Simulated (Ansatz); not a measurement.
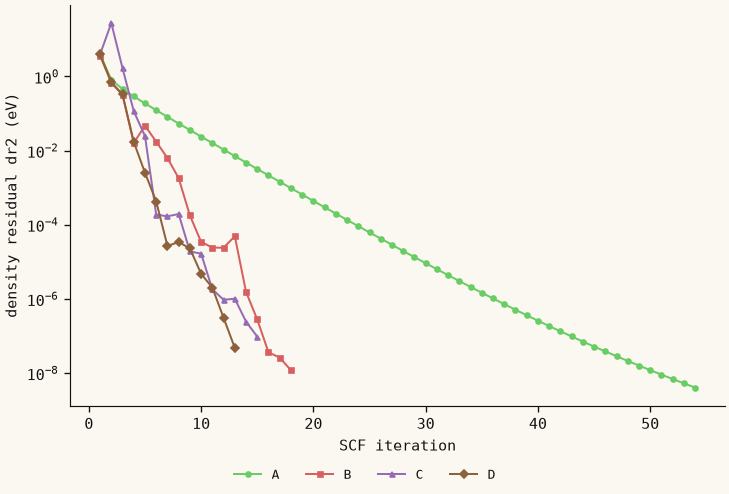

The same cell was run with different SCF settings; each curve is one run.
The run: Cr2O3 (R-3c, 10 atoms in the cell), by DFT, r2SCAN, PAW, plane waves, scalar-relativistic in Ansatz; cutoff 500 eV, 4×4×4 k-mesh, Fermi–Dirac smearing of 0.05 eV, collinear spins.
Iteration limit: 80.

A: linear mixing, beta 0.2, no preconditioner
B: Broyden, beta 0.4, magnetisation mixing 0.1
C: Broyden, beta 0.9, history 2, no preconditioner
D: Broyden, beta 0.3, history 3, no preconditioner

**Which runs converged, and in how many iterations?**

Run D converged in 13 iterations. Run C converged in 15 iterations. Run B converged in 18 iterations. Run A converged in 54 iterations.

**Which setting needs the fewest iterations here?**

Run D (Broyden, beta 0.3, history 3, no preconditioner), with 13 against 15 for the next.

The converged runs agree in energy within 1 meV per atom.
